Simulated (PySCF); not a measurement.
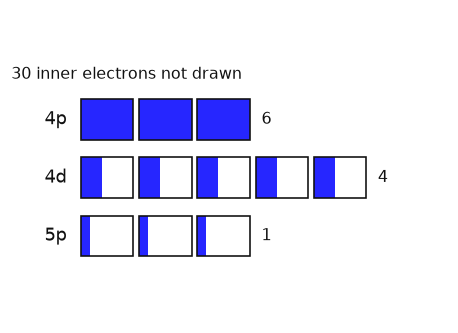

Figure 1. The outer shells of the nominal configuration: a box for each of the 2l + 1 orbitals, shaded by the share of the shell that is filled, with the electron count at the right.

# Run report: Nb, atomic calculation

- system: Nb, configuration 1s2 2s2 2p6 3s2 3p6 3d10 4s2 4p6 4d4 5p1, multiplicity 6.
- method: unrestricted B97-3, aug-cc-pwCVDZ-PP with ECP28, scalar-relativistic core potential (PySCF)

**Input file**
```python
from pyscf import gto, scf, dft, mp, cc
mol = gto.M(atom="Nb 0 0 0", charge=0, spin=5, symmetry="D2h",
            basis="aug-cc-pwCVDZ-PP",
            ecp="aug-cc-pwCVDZ-PP")
mf = dft.UKS(mol, xc="HYB_GGA_XC_B97_3")
mf.irrep_nelec = {'Ag': (2, 1), 'B1g': (1, 0), 'B2g': (1, 0), 'B3g': (1, 0), 'B1u': (2, 1), 'B2u': (1, 1), 'B3u': (1, 1)}
mf.kernel()
```

The script is an equivalent of what the driver set up; the driver started from orbitals of its own, so the log can be shorter than this script's would be, and it computed the properties (radii, ⟨L²⟩, response) afterwards. It held the occupations shell by shell, which the script's counts by irreducible representation don't always enforce.

Hardware: 1 CPU thread, shared host.

**Output (extracts)**
```
damping factor = 0
level_shift factor = 0
DIIS = <class 'pyscf.scf.diis.CDIIS'>
diis_start_cycle = 1
diis_space = 10
diis_damp = 0
SCF conv_tol = 1e-09
SCF conv_tol_grad = None
number electrons alpha = 9  beta = 4
XC functionals = HYB_GGA_XC_B97_3
    T. W. Keal and D. J. Tozer.,  J. Chem. Phys. 123, 121103 (2005)
cycle= 1 E= -56.5254049556736  delta_E= -0.0045  |g|= 0.0113  |ddm|= 1.25
cycle= 2 E= -56.5255744712859  delta_E= -0.00017  |g|= 0.00447  |ddm|= 0.159
cycle= 3 E= -56.5255945266814  delta_E= -2.01e-05  |g|= 0.00198  |ddm|= 0.0747
cycle= 4 E= -56.5255998263237  delta_E= -5.3e-06  |g|= 0.000639  |ddm|= 0.0444
cycle= 5 E= -56.5256004560198  delta_E= -6.3e-07  |g|= 0.000194  |ddm|= 0.0228
cycle= 6 E= -56.5256004809407  delta_E= -2.49e-08  |g|= 8.26e-05  |ddm|= 0.00299
cycle= 7 E= -56.5256004877575  delta_E= -6.82e-09  |g|= 0.000196  |ddm|= 0.00107
cycle= 8 E= -56.5256004802676  delta_E= 7.49e-09  |g|= 9.49e-05  |ddm|= 0.00043
cycle= 9 E= -56.525600472968  delta_E= 7.3e-09  |g|= 0.000148  |ddm|= 0.000572
cycle= 10 E= -56.5256004648755  delta_E= 8.09e-09  |g|= 0.000192  |ddm|= 0.000237
[... 40 cycles left out ...]
SCF not converged.
SCF energy = -56.5256004867712 after 50 cycles  <S^2> = 8.7506552  2S+1 = 6.0002184

damping factor = 0
level_shift factor = 0.3
DIIS = <class 'pyscf.scf.diis.CDIIS'>
diis_start_cycle = 1
diis_space = 10
diis_damp = 0
SCF conv_tol = 1e-09
SCF conv_tol_grad = None
number electrons alpha = 9  beta = 4
XC functionals = HYB_GGA_XC_B97_3
    T. W. Keal and D. J. Tozer.,  J. Chem. Phys. 123, 121103 (2005)
[... 42 cycles left out ...]
cycle= 43 E= -56.5256004810728  delta_E= -7.23e-10  |g|= 8.81e-05  |ddm|= 3.56e-05
cycle= 44 E= -56.5256004828109  delta_E= -1.74e-09  |g|= 7.46e-05  |ddm|= 8.88e-05
cycle= 45 E= -56.5256004820802  delta_E= 7.31e-10  |g|= 7.99e-05  |ddm|= 3.46e-05
cycle= 46 E= -56.5256004825884  delta_E= -5.08e-10  |g|= 7.61e-05  |ddm|= 2.4e-05
cycle= 47 E= -56.5256004918698  delta_E= -9.28e-09  |g|= 0.000121  |ddm|= 0.0003
cycle= 48 E= -56.5256004918911  delta_E= -2.13e-11  |g|= 0.000125  |ddm|= 4.23e-05
cycle= 49 E= -56.5256004897798  delta_E= 2.11e-09  |g|= 0.000213  |ddm|= 5.26e-05
cycle= 50 E= -56.5256004841109  delta_E= 5.67e-09  |g|= 7.16e-05  |ddm|= 0.000174
cycle= 51 E= -56.5256004855999  delta_E= -1.49e-09  |g|= 9.09e-05  |ddm|= 6.8e-05
cycle= 52 E= -56.525600488
```

**What the run reported**

| quantity | value |
| --- | --- |
| outcome | not converged |
| total energy (valence electrons, under a core potential) | −56.525600 hartree |
| ⟨S²⟩ | 8.751 |
| ⟨L²⟩ | 8.01 |
| SCF iterations | 170 |
| CPU time | 34 s (integrals apart) |

**Diagnosis**

The run did not meet its convergence test in 170 iterations, so its last values are not results. This is not the ground configuration of the species. ⟨L²⟩ departs from that of the intended term, so the determinant mixes terms.
